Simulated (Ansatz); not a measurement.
Strength of the Si–H bond: SiH(OH)2(SiH3) → SiH(OH)2(SiH2) + H

Species: SiH(OH)2(SiH3), singlet; SiH(OH)2(SiH2), doublet; H atom, doublet. 

Shapes, held fixed at every level: PBE0-D4/def2-TZVP. Flexible molecules stand in one conformer, not always the lowest. Programs: Ansatz 0.2.0. The zero-point and thermal change to 298 K, harmonic and unscaled (PBE0-D4/def2-TZVP), is -18.6 kJ/mol.

| level | kind | ΔH(298 K) (kJ/mol) | less CCSD(T)/CBS estimate | CPU time (sum over the molecules) |
| --- | --- | --- | --- | --- |
| HF/def2-TZVPP | Hartree–Fock | +287.9 | -85.3 | – |
| B3LYP-D4/def2-TZVPP | global hybrid | +365.5 | -7.7 | 31 s |
| BHLYP-D4/def2-TZVPP | global hybrid | +366.6 | -6.6 | 38 s |
| r2SCAN0-D4/def2-TZVPP | global hybrid | +353.1 | -20.1 | 48 s |
| wB97X-V/def2-TZVPP | range-separated hybrid | +373.2 | 0.0 | 63 s |
| MP2/def2-TZVPP | perturbation theory | +356.3 | -16.9 | – |
| CCSD(T)/CBS estimate | coupled cluster or CI | +373.2 | 0.0 | 22 min |

The highest level, CCSD(T)/CBS estimate, gives ΔH(298 K) = +373.2 kJ/mol; the levels span +287.9 to +373.2. The column of differences is taken from that level and isn't an error. Hartree–Fock misses the correlation of the pair that is broken and comes out low. No measured value is set beside it here. Open shells run unrestricted unless RO is named. The CBS estimate extrapolates MP2 from def2-TZVPP and def2-QZVPP and adds CCSD(T) − MP2 in the triple-zeta set, cores frozen. Times are processor times on shared x86 and Arm servers, and rough.

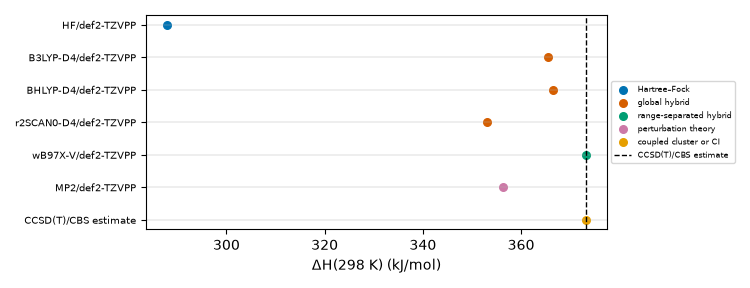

The values of the table, level by level.
